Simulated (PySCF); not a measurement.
Bond stretch in BF, singlet.

- RKS-BHandHLYP = restricted BHandHLYP/cc-pVDZ (PySCF 2.14.0)
- UHF/cc-pVDZ (PySCF)
- UKS-BHandHLYP = unrestricted BHandHLYP/cc-pVDZ (PySCF 2.14.0)

Magnitude of the dipole moment (D; its direction can reverse along the curve, and a method can change to another solution) and Mulliken charge of the fragment that holds B1:

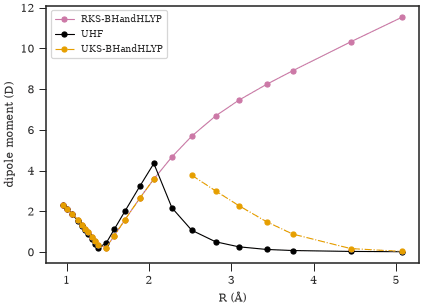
Figure: Dipole moment against bond length.

```
R / Å  μ RKS-BHandHLYP  q RKS-BHandHLYP  μ UHF  q UHF  μ UKS-BHandHLYP  q UKS-BHandHLYP
-----  ---------------  ---------------  -----  -----  ---------------  ---------------
0.96              2.29            -0.41   2.32  -0.35             2.29            -0.41
1.01              2.10            -0.33   2.11  -0.27             2.10            -0.33
1.07              1.86            -0.24   1.85  -0.17             1.86            -0.24
1.14              1.57            -0.14   1.52  -0.06             1.57            -0.14
1.19              1.34            -0.07   1.27   0.01             1.34            -0.07
1.23              1.15            -0.01   1.06   0.07             1.15            -0.01
1.26              1.00             0.02   0.90   0.11             1.00             0.02
1.31              0.74             0.08   0.62   0.17             0.74             0.08
1.35              0.53             0.13   0.38   0.21             0.53             0.13
1.38              0.36             0.16   0.20   0.25             0.36             0.16
1.48              0.21             0.25   0.43   0.34             0.21             0.25
1.58              0.80             0.31   1.12   0.41             0.80             0.31
1.71              1.59             0.38   2.01   0.47             1.59             0.38
1.89              2.65             0.43   3.23   0.54             2.65             0.44
2.06              3.58             0.47   4.35   0.58             3.58             0.47
2.28              4.67             0.49   2.17   0.25                —                —
2.52              5.69             0.50   1.07   0.10             3.77             0.33
2.81              6.68             0.50   0.50   0.03             3.00             0.22
3.09              7.45             0.50   0.25   0.01             2.28             0.15
3.43              8.23             0.50   0.12   0.00             1.48             0.08
3.75              8.91             0.50   0.07   0.00             0.87             0.04
4.45             10.32             0.49   0.03   0.00             0.17             0.01
5.07             11.52             0.48   0.01   0.00             0.03             0.00
```

A dash means that the run gave no value there, or that the column was ended at a point which the program doubted or which failed a test of continuity chosen for this set; such a test can also cut sound points.

At the longest distance RKS-BHandHLYP leaves fractional charges on the fragments, a sign of delocalisation error or of the restricted form. The restricted form behind RKS-BHandHLYP keeps the bonding electrons paired and can't separate into open-shell fragments. The unrestricted determinant behind UHF is spin-contaminated at 1.58 to 5.07 Å (<S²> up to 1.0, against 0.00 for a pure singlet). The unrestricted determinant behind UKS-BHandHLYP is spin-contaminated at 2.28 to 5.07 Å (<S²> up to 1.0, against 0.00 for a pure singlet).
